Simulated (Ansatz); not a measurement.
Input file:

```
crystal:
  periodic: [false, false, false]
  atoms:
    - { symbol: W, position_ang: [0.0, 0.0, 0.0] }
    - { symbol: Cl, position_ang: [0.0, 0.0, 2.64] }
    - { symbol: H, position_ang: [1.72, 0.0, 0.0] }
    - { symbol: F, position_ang: [0.0, 1.85, 0.0] }
    - { symbol: H, position_ang: [-1.72, 0.0, 0.0] }
    - { symbol: H, position_ang: [0.0, -1.72, 0.0] }
    - { symbol: F, position_ang: [0.0, 0.0, -1.85] }
    - { symbol: H, position_ang: [0.0, 0.0, 4.31] }
magnetization:
  spin_polarized: true
  initial_magnetization: 1
basis:
  gaussian: { orbitals: def2-SVP }
hamiltonian:
  xc: b3lyp
relax:
  f_tol: 0.15
  max_steps: 25
  restrain:
    - { distance: [1, 7], at: 1.37, k: 30.0 }
    - { distance: [0, 1], at: 3.59, k: 30.0 }
output:
  orbitals: {}
```

Launched as:

```sh
ansatz run input.yaml --threads 4 --pin off --max-ram 5120MiB --backend cpu --events-out ev --progress --plain --runs-dir out
```

The fields are those of the run's last geometry, not of the input's.

Core potentials replace the inner electrons of W; not at a stationary point (largest force 1.2 eV/Å).

Computed with UKS B3LYP/def2-SVP in Ansatz 0.2.0.

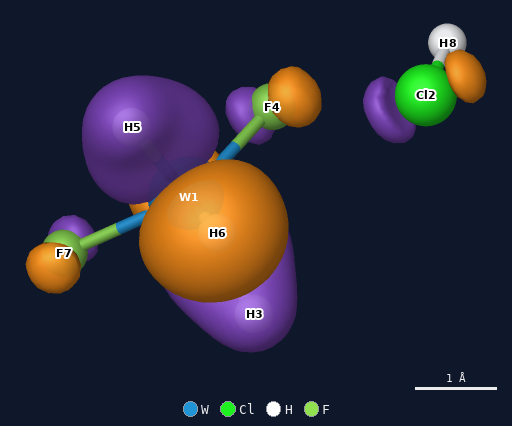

F$_{2}$H$_{3}$W···HCl (doublet). The HOMO−1 (α) at ±0.15 Å⁻³ᐟ² (orange and purple are the two phases), seen at an oblique angle.

**Where does this orbital lie, and at what energy?**

It lies mainly on W1 (about 50 %), H6 (about 25 %), H3 (about 5 %) and H5 (about 5 %). Its energy is −8.53 eV.
